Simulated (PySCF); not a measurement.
**Geometry relaxation, with input and output: C8H18Br2N2W (part 1 of 3)**

System: C8H18Br2N2W (W(NtBu)2Br2), SMILES CC(C)(C)[N]=[W]([Br])([Br])=[N]C(C)(C)C.
Method: PBE0-D3(BJ)/def2-SVP geometry optimisation, gas phase (PySCF 2.14.0).

It belongs to a series of runs on one base structure; here: ligand (both): Cl to Br.

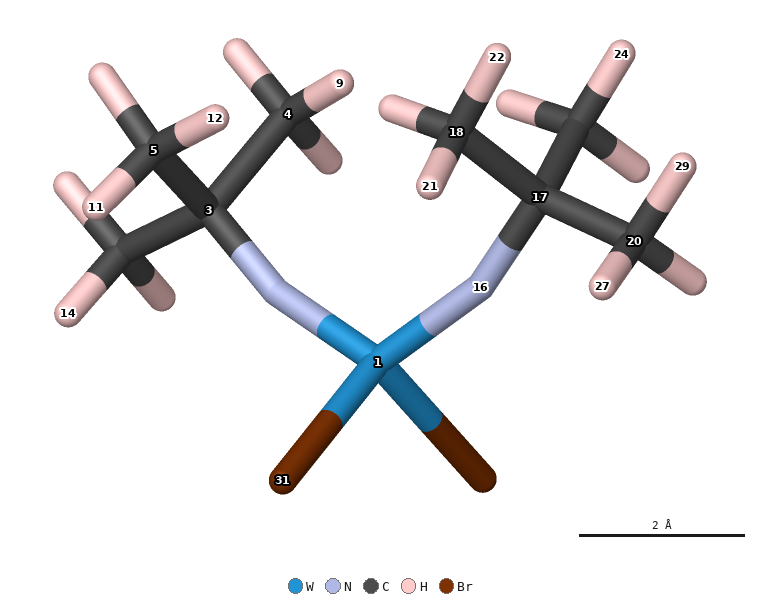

The starting structure (stick view, seen at a tilt; atoms are numbered from 1 in the order of the input). Sticks mark near contacts. Bond lengths as drawn: Br–W 2.41 to 2.59 Å, C–C 1.50 to 1.66 Å, C–H 0.96 to 1.17 Å, C–N 1.39 to 1.42 Å and N–W 1.72 to 1.77 Å.

Key numbers:

```tsv
quantity	value
outcome	converged
total energy	−5638.782205 hartree
dipole moment	3.92 D
point group	C1
hardware	2 CPU threads, shared host
wall time	15 min (CPU time 33 min)
peak memory	3.9 GiB
```

Input file:
```
{"job": {"xc": "PBE0", "basis": "def2-SVP", "d3": "d3bj", "grid": 1, "maxiter": 40, "shake": 0.03, "kind": "geom"}, "charge": 0, "multiplicity": 1}
W     -1.578570    -0.135380    -1.144380
N     -1.743700    -0.000790     0.611660
C     -1.453670     0.025100     1.966170
C     -0.339590     1.221050     2.240760
C     -0.696110    -1.317220     2.295650
C     -2.670030     0.199170     2.848030
H     -0.885950     2.138120     1.941370
H     -0.140020     1.294490     3.291120
H      0.466780     1.095950     1.728620
H     -0.357800    -1.308630     3.390130
H     -1.400410    -2.137430     2.198930
H      0.185680    -1.425730     1.684440
H     -3.243480     1.152340     2.589210
H     -3.395410    -0.627280     2.676990
H     -2.411870     0.147140     3.911220
N     -0.015520    -0.003890    -1.858170
C      1.399910     0.014810    -2.012170
C      1.934900    -1.223230    -1.240560
C      1.899850     1.258790    -1.349810
C      1.740530    -0.044590    -3.470400
H      1.559820    -2.155720    -1.756840
H      3.071830    -1.290540    -1.299670
H      1.633300    -1.188560    -0.290230
H      2.977360     1.329870    -1.395450
H      1.556360     2.107050    -1.882600
H      1.527350     1.371680    -0.324890
H      1.436590    -1.030450    -3.897810
H      1.418270     0.808940    -3.983240
H      2.908940    -0.055570    -3.594100
Br    -2.839970     1.928660    -2.061670
Br    -2.706780    -2.158880    -1.818830
```

The first line tells a small driver script what to run in PySCF; the rest is the geometry in Å.

Command:
```bash
OMP_NUM_THREADS=2 python <driver script> task.json out
```

Log:
```
step   0  E = -5638.71680251  max force = 0.160656
step   1  E = -5638.76908964  max force = 0.046682
step   2  E = -5638.77912130  max force = 0.013809
step   3  E = -5638.78059964  max force = 0.005803
step   4  E = -5638.78109640  max force = 0.003511
step   5  E = -5638.78112517  max force = 0.002228
step   6  E = -5638.78137264  max force = 0.001846
step   7  E = -5638.78158441  max force = 0.001029
step   8  E = -5638.78176176  max force = 0.000967
step   9  E = -5638.78196493  max force = 0.001229
step  10  E = -5638.78211004  max force = 0.001060
step  11  E = -5638.78211484  max force = 0.001178
step  12  E = -5638.78213013  max force = 0.001212
step  13  E = -5638.78214945  max force = 0.000772
step  14  E = -5638.78216958  max force = 0.000493
step  15  E = -5638.78219105  max force = 0.000619
step  16  E = -5638.78220310  max force = 0.000542
step  17  E = -5638.78220599  max force = 0.000456
step  18  E = -5638.78220543  max force = 0.000279
optimisation converged
```

Trajectory as extended XYZ (Å, eV, eV/Å), 19 frames, from step=0 to step=18:
```
31
Properties=species:S:1:pos:R:3:forces:R:3 step=0 energy=-153437.29957
W    -1.5786   -0.1354   -1.1444   -3.4301   2.1921  -0.1112
N    -1.7437   -0.0008    0.6117    0.2101  -0.1970  -1.7818
C    -1.4537    0.0251    1.9662    3.5922   0.4098   1.5697
C    -0.3396    1.2210    2.2408   -8.2613   0.1468   2.4678
C    -0.6961   -1.3172    2.2957   -0.7122   1.1600   2.1388
C    -2.6700    0.1992    2.8480   -1.4104   0.4719  -0.6461
H    -0.8860    2.1381    1.9414    0.4977  -0.0330   0.0032
H    -0.1400    1.2945    3.2911    0.2414  -0.0621   0.9698
H     0.4668    1.0959    1.7286    5.6033  -1.0226  -3.7320
H    -0.3578   -1.3086    3.3901   -0.3721   0.0533  -1.2134
H    -1.4004   -2.1374    2.1989   -0.0857  -0.5741  -0.3094
H     0.1857   -1.4257    1.6844    0.4167  -0.1941  -0.5472
H    -3.2435    1.1523    2.5892    0.7970  -0.9057   0.4721
H    -3.3954   -0.6273    2.6770    0.2876   0.1930  -0.0812
H    -2.4119    0.1471    3.9112    0.1298   0.3134   0.1071
N    -0.0155   -0.0039   -1.8582    0.7930  -0.5351   0.0707
C     1.3999    0.0148   -2.0122    0.1367  -0.9717   1.1564
C     1.9349   -1.2232   -1.2406    2.2271  -0.8599  -5.5304
C     1.8999    1.2588   -1.3498    0.3483   0.1814   0.5083
C     1.7405   -0.0446   -3.4704    3.3820  -2.3110   0.1770
H     1.5598   -2.1557   -1.7568    0.1532   0.6837   0.6264
H     3.0718   -1.2905   -1.2997   -1.1635   0.2692   0.1512
H     1.6333   -1.1886   -0.2902   -1.3340   0.0416   4.3970
H     2.9774    1.3299   -1.3955    0.7426  -0.1580   0.2602
H     1.5564    2.1071   -1.8826   -0.6872   1.3187  -0.7854
H     1.5273    1.3717   -0.3249    0.1687  -0.2025   0.1441
H     1.4366   -1.0305   -3.8978   -0.2757   0.7879  -0.0535
H     1.4183    0.8089   -3.9832   -1.0178   1.3798  -1.2056
H     2.9089   -0.0556   -3.5941   -1.8304   0.1007   0.3323
Br   -2.8400    1.9287   -2.0617    0.8140  -1.1490   0.5068
Br   -2.7068   -2.1589   -1.8188    0.0392  -0.5276  -0.0614
31
Properties=species:S:1:pos:R:3:forces:R:3 step=1 energy=-153438.72238
W    -1.6986   -0.1209   -1.2016   -0.2887   1.2980  -0.3825
N    -1.7621   -0.0014    0.5443   -0.2964  -0.1709  -0.8235
C    -1.4020    0.0294    1.9062    2.4005   0.1678   0.7624
C    -0.3417    1.1890    2.1314   -2.3492  -0.2840   0.2427
C    -0.6598   -1.2988    2.2285   -0.5094   0.4369   0.7984
C    -2.5960    0.2132    2.8194   -0.8207  -0.1058  -0.3100
H    -0.8530    2.1228    1.8470    0.3242   0.1108  -0.0878
H    -0.1017    1.2573    3.1961    0.2360  -0.0604   0.1494
H     0.5303    1.0246    1.5299    0.7544  -0.0847  -0.4362
H    -0.3001   -1.2769    3.2805   -0.0875   0.0365  -0.3245
H    -1.3596   -2.1403    2.1509    0.1041  -0.1916  -0.2410
H     0.2103   -1.4212    1.5778    0.0050  -0.1552  -0.1786
H    -3.1484    1.1448    2.5819    0.2822  -0.1264   0.2049
H    -3.3171   -0.6109    2.6705    0.1056   0.0442  -0.0317
H    -2.2984    0.1838    3.8761    0.0742   0.2116   0.0136
N    -0.0641   -0.0043   -1.8322   -0.5995  -0.4360   0.2040
C     1.3724    0.0094   -1.9331   -0.3127  -0.2587   0.8199
C     1.8813   -1.2246   -1.1561    0.5713  -0.1363  -1.3558
C     1.8816    1.2821   -1.2663    0.0641   0.3836  -0.3024
C     1.7560   -0.0563   -3.4003    1.5487  -0.5148   0.1230
H     1.5219   -2.1455   -1.6544   -0.0956   0.1481   0.2659
H     2.9890   -1.2752   -1.1908   -0.2535   0.1422   0.1515
H     1.5393   -1.1920   -0.1329   -0.1553  -0.0414   0.6304
H     2.9776    1.3293   -1.2778    0.1341  -0.1507   0.1832
H     1.5438    2.1601   -1.8258   -0.1915   0.1759  -0.1189
H     1.4937    1.3912   -0.2452    0.1457  -0.1392   0.0496
H     1.4444   -1.0148   -3.8456   -0.3603   0.2938  -0.1209
H     1.4229    0.8219   -3.9500   -0.4172   0.0869  -0.2666
H     2.8753   -0.0678   -3.4826   -0.5428   0.1002   0.1247
Br   -2.9054    1.8761   -2.0972    0.4147  -0.4912   0.2384
Br   -2.7935   -2.1948   -1.8551    0.1154  -0.2890   0.0185
31
Properties=species:S:1:pos:R:3:forces:R:3 step=2 energy=-153438.99535
W    -1.6868   -0.0681   -1.2048   -0.4862  -0.3175   0.1058
N    -1.7224    0.0202    0.5317   -0.1844  -0.0511   0.0961
C    -1.3701    0.0316    1.9161    0.4500  -0.1550   0.1939
C    -0.3845    1.1686    2.1902   -0.2204   0.1021   0.0464
C    -0.7010   -1.3101    2.2646   -0.2265   0.0809  -0.0120
C    -2.6310    0.2228    2.7494   -0.2669  -0.2173  -0.0166
H    -0.8189    2.1338    1.8892    0.0473  -0.0015  -0.0481
H    -0.1687    1.2166    3.2684    0.1229  -0.0021  -0.0389
H     0.5438    1.0018    1.6320    0.1432   0.0695   0.0057
H    -0.3989   -1.3128    3.3195    0.0471   0.0092   0.1139
H    -1.3978   -2.1484    2.1105    0.0543   0.0303  -0.0891
H     0.1938   -1.4625    1.6465    0.0061  -0.0550  -0.0336
H    -3.1275    1.1677    2.4999   -0.0042   0.1482   0.0147
H    -3.3490   -0.5889    2.5539    0.0346   0.0083  -0.0009
H    -2.3845    0.2109    3.8206   -0.0061   0.0624   0.0372
N    -0.0607    0.0026   -1.7937    0.7101  -0.2241  -0.2771
C     1.3781    0.0047   -1.9110   -0.1871   0.0508   0.2149
C     1.9324   -1.1918   -1.1286   -0.0359   0.0972  -0.1246
C     1.9240    1.3190   -1.3439   -0.0503   0.1375  -0.1987
C     1.7225   -0.1182   -3.3923    0.1360   0.0145  -0.0150
H     1.5465   -2.1326   -1.5433   -0.0862  -0.0449   0.0333
H     3.0278   -1.2181   -1.2004    0.0899   0.0324   0.0477
H     1.6431   -1.1230   -0.0711    0.0311  -0.0268   0.0398
H     3.0245    1.3331   -1.3906   -0.0423  -0.0331   0.0517
H     1.5517    2.1787   -1.9273   -0.0076  -0.1018   0.0603
H     1.6020    1.4560   -0.3043    0.0453  -0.0127   0.1038
H     1.3427   -1.0630   -3.8020   -0.1483   0.0191  -0.0689
H     1.3155    0.7319   -3.9589   -0.0859  -0.0863  -0.0219
H     2.8110   -0.1198   -3.5219    0.1924   0.0316  -0.0123
Br   -2.8172    1.8640   -2.0951   -0.2056   0.5188  -0.2057
Br   -2.7017   -2.2175   -1.8099    0.1337  -0.0836  -0.0016
31
Properties=species:S:1:pos:R:3:forces:R:3 step=3 energy=-153439.03558
W    -1.7094   -0.0870   -1.2309    0.1834   0.2187   0.1982
N    -1.7356    0.0115    0.5130   -0.1782  -0.0410  -0.2984
C    -1.3586    0.0407    1.9000   -0.1131  -0.0362  -0.0125
C    -0.3823    1.1877    2.1479    0.2499   0.0570  -0.0076
C    -0.7127   -1.3009    2.2597    0.0054  -0.0387  -0.1090
C    -2.6342    0.2437    2.7244    0.0196  -0.0017   0.0422
H    -0.8052    2.1523    1.8316   -0.0584  -0.0249  -0.0239
H    -0.1390    1.2548    3.2205    0.0087  -0.0120  -0.0452
H     0.5559    1.0251    1.5898   -0.1045   0.0253   0.0811
H    -0.4107   -1.3055    3.3157    0.0166  -0.0020   0.0717
H    -1.4144   -2.1320    2.0922    0.0018   0.0444  -0.0047
H     0.1782   -1.4773    1.6388    0.0029   0.0039   0.0330
H    -3.1143    1.1962    2.4651   -0.0326   0.0630  -0.0252
H    -3.3521   -0.5670    2.5353    0.0077  -0.0062  -0.0087
H    -2.3922    0.2571    3.7981   -0.0163  -0.0054   0.0102
N    -0.0590   -0.0204   -1.7894   -0.2096  -0.2339  -0.0987
C     1.3782   -0.0126   -1.8795   -0.0914   0.1685  -0.0068
C     1.9358   -1.2053   -1.1024   -0.0979   0.0411   0.1905
C     1.9066    1.3059   -1.3028   -0.0311   0.0186  -0.0241
C     1.7442   -0.1226   -3.3630   -0.1286   0.0922  -0.0193
H     1.5492   -2.1485   -1.5113   -0.0226  -0.0412  -0.0118
H     3.0326   -1.2182   -1.1617    0.0623  -0.0132  -0.0054
H     1.6447   -1.1447   -0.0397    0.0489  -0.0024  -0.1086
H     3.0074    1.3209   -1.3365   -0.0363   0.0225  -0.0143
H     1.5233    2.1654   -1.8777    0.0252  -0.0864   0.0612
H     1.5891    1.4226   -0.2568    0.0144   0.0105   0.0035
H     1.3465   -1.0537   -3.7892    0.0004  -0.0436  -0.0054
H     1.3119    0.7212   -3.9243    0.0460  -0.0509   0.0351
H     2.8344   -0.1104   -3.4918    0.0938  -0.0015  -0.0133
Br   -2.8535    1.8847   -2.1781    0.1732  -0.1959   0.1217
Br   -2.6264   -2.2944   -1.8036    0.1604   0.0717  -0.0055
31
Properties=species:S:1:pos:R:3:forces:R:3 step=4 energy=-153439.04910
W    -1.6883   -0.1144   -1.2365    0.0609   0.1277  -0.1236
N    -1.7492   -0.0050    0.5002   -0.0543  -0.0023   0.1247
C    -1.3796    0.0445    1.8913   -0.0842   0.0749  -0.0124
C    -0.3978    1.1971    2.1265    0.1460  -0.0466  -0.0475
C    -0.7440   -1.2948    2.2721    0.0482  -0.0301  -0.0156
C    -2.6633    0.2659    2.7038    0.0847   0.1036   0.0064
H    -0.8230    2.1537    1.7902   -0.0441  -0.0085  -0.0027
H    -0.1523    1.2814    3.1966   -0.0335  -0.0102  -0.0106
H     0.5442    1.0297    1.5768   -0.1236  -0.0078   0.0476
H    -0.4526   -1.2923    3.3342   -0.0210  -0.0053  -0.0221
H    -1.4500   -2.1201    2.1007   -0.0132   0.0024   0.0165
H     0.1525   -1.4860    1.6635    0.0033   0.0236   0.0268
H    -3.1344    1.2213    2.4268   -0.0050  -0.0343  -0.0124
H    -3.3823   -0.5442    2.5186   -0.0106  -0.0083  -0.0100
H    -2.4322    0.2952    3.7803   -0.0095  -0.0183  -0.0146
N    -0.0392   -0.0385   -1.7862   -0.1128  -0.1805  -0.0231
C     1.3939   -0.0180   -1.8674   -0.0001   0.1440  -0.0393
C     1.9537   -1.2125   -1.0943   -0.0208  -0.0229   0.1255
C     1.9075    1.2999   -1.2778   -0.0002  -0.0367   0.0410
C     1.7650   -0.1150   -3.3525   -0.0178   0.0324  -0.0043
H     1.5654   -2.1557   -1.5062    0.0152   0.0063   0.0015
H     3.0527   -1.2238   -1.1520   -0.0091  -0.0209  -0.0149
H     1.6644   -1.1582   -0.0319    0.0229   0.0148  -0.0728
H     3.0070    1.3287   -1.3136   -0.0006   0.0261  -0.0262
H     1.5113    2.1575   -1.8411    0.0008  -0.0066   0.0136
H     1.5947    1.4023   -0.2281    0.0035  -0.0010  -0.0300
H     1.3681   -1.0442   -3.7872    0.0448  -0.0204   0.0249
H     1.3252    0.7273   -3.9082    0.0455  -0.0025   0.0262
H     2.8592   -0.0942   -3.4823   -0.0537  -0.0133   0.0031
Br   -2.8138    1.8422   -2.2021    0.0579  -0.0665   0.0549
Br   -2.5245   -2.3407   -1.8207    0.0803  -0.0130  -0.0306
31
Properties=species:S:1:pos:R:3:forces:R:3 step=5 energy=-153439.04988
W    -1.6440   -0.1499   -1.2627   -0.0519  -0.0061   0.0439
N    -1.7764   -0.0367    0.4751    0.0748  -0.0228   0.0258
C    -1.4356    0.0379    1.8745   -0.0720   0.0480  -0.0682
C    -0.4449    1.1811    2.1031    0.0727  -0.0253  -0.0455
C    -0.8259   -1.3015    2.2943    0.0233  -0.0215   0.0365
C    -2.7306    0.3001    2.6562    0.0718   0.0783  -0.0256
H    -0.8624    2.1299    1.7361    0.0087   0.0162   0.0239
H    -0.2137    1.2829    3.1738   -0.0431   0.0177   0.0241
H     0.5011    0.9914    1.5741   -0.0380  -0.0101  -0.0217
H    -0.5661   -1.2878    3.3654   -0.0326  -0.0032  -0.0491
H    -1.5383   -2.1184    2.1129   -0.0127  -0.0315   0.0202
H     0.0865   -1.5136    1.7176    0.0048   0.0272  -0.0002
H    -3.1778    1.2588    2.3489    0.0030  -0.0695  -0.0076
H    -3.4584   -0.5020    2.4709   -0.0292  -0.0019  -0.0009
H    -2.5230    0.3479    3.7370   -0.0001  -0.0225  -0.0250
N     0.0099   -0.0580   -1.7806   -0.0063  -0.0107   0.1087
C     1.4391   -0.0119   -1.8431    0.1146   0.0274  -0.0660
C     2.0026   -1.1898   -1.0448    0.0471  -0.0468   0.0032
C     1.9269    1.3205   -1.2684    0.0079  -0.0662   0.0772
C     1.8252   -0.1272   -3.3235    0.0178  -0.0457   0.0105
H     1.6148   -2.1421   -1.4384    0.0329   0.0329   0.0072
H     3.1027   -1.2028   -1.1007   -0.0402  -0.0113  -0.0170
H     1.7128   -1.1149    0.0132   -0.0112   0.0206   0.0232
H     3.0242    1.3769   -1.3124    0.0249   0.0064  -0.0287
H     1.5069    2.1604   -1.8356   -0.0287   0.0713  -0.0375
H     1.6198    1.4265   -0.2179   -0.0106  -0.0046  -0.0101
H     1.4417   -1.0689   -3.7454    0.0573   0.0077   0.0295
H     1.3812    0.6995   -3.8956    0.0169   0.0409  -0.0032
H     2.9199   -0.0962   -3.4466   -0.0502  -0.0167   0.0110
Br   -2.7359    1.7985   -2.2454   -0.0799   0.0640  -0.0393
Br   -2.3436   -2.4014   -1.8985   -0.0715  -0.0422   0.0007
```
